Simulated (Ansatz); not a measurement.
ClH$_{2}$OSi$_{2}$ (SMILES [SiH]O[SiH]Cl) (doublet)

The calculation's input:

```
crystal:
  periodic: [false, false, false]
  atoms:
    - {symbol: Cl, position_ang: [0.147233, -0.385329, 0.937645]}
    - {symbol: O, position_ang: [1.095931, -0.289085, -2.027102]}
    - {symbol: Si, position_ang: [0.476670, -1.634308, -2.868070]}
    - {symbol: Si, position_ang: [0.969412, 0.698084, -0.668440]}
    - {symbol: H, position_ang: [-0.703039, -1.974232, -1.902146]}
    - {symbol: H, position_ang: [2.374470, 1.098823, -0.282953]}
basis:
  gaussian:
    orbitals: def2-TZVPD
magnetization:
  spin_polarized: true
  initial_magnetization: 1
hamiltonian:
  xc: pbe0
output: {forces: true, orbitals: {seedname: orbitals}}
```

Command:

```sh
ansatz run input.yaml --threads 1 --pin off --max-ram 2610MiB --events-out events.jsonl --progress --plain --runs-dir runs
```

Geometry: BLYP-D3(BJ)/def2-SVP.

All numbers below come from isolated molecule in a Gaussian basis; Kohn-Sham density functional theory, functional PBE0 (Ansatz).

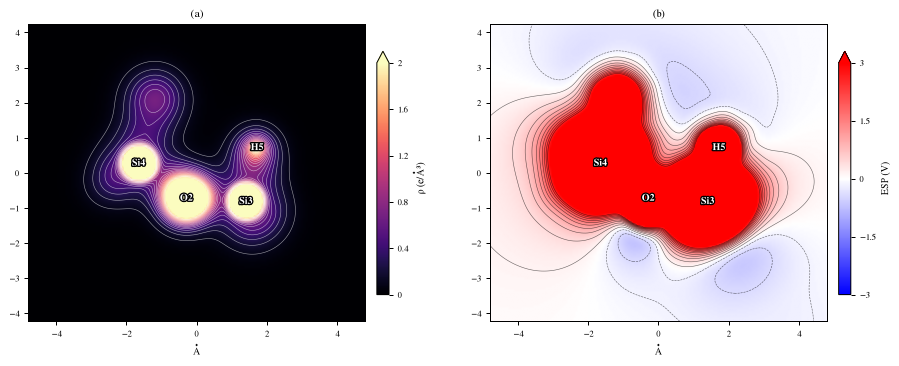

Figure 1. (a) electron density; (b) electrostatic potential on the plane of atoms Si3, O2 and Si4.

Interpret the plot.

Answer. Atoms in the plane: O, Si and H. Si–O (1.68 Å): ρ is about 1.1 e/Å³ halfway. Outside the dense part of the molecule the potential is most negative (−0.7 V) near O2.

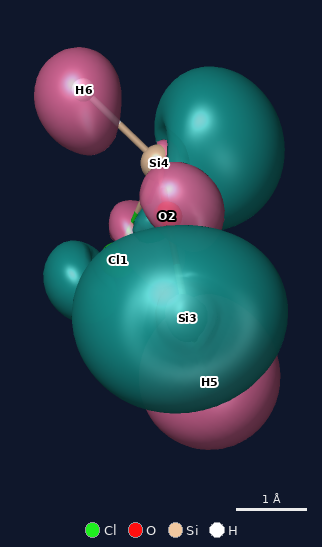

Figure 2. The HOMO−1 (α) at ±0.1 Å⁻³ᐟ² (teal and pink are the two phases), seen at an oblique angle.

What is the character of this orbital?

Answer. Its weight (Hirshfeld) is mainly on Si3 (about 50 %), Si4 (about 20 %), H5 (about 15 %) and Cl1 (about 5 %). Its energy is −7.02 eV.
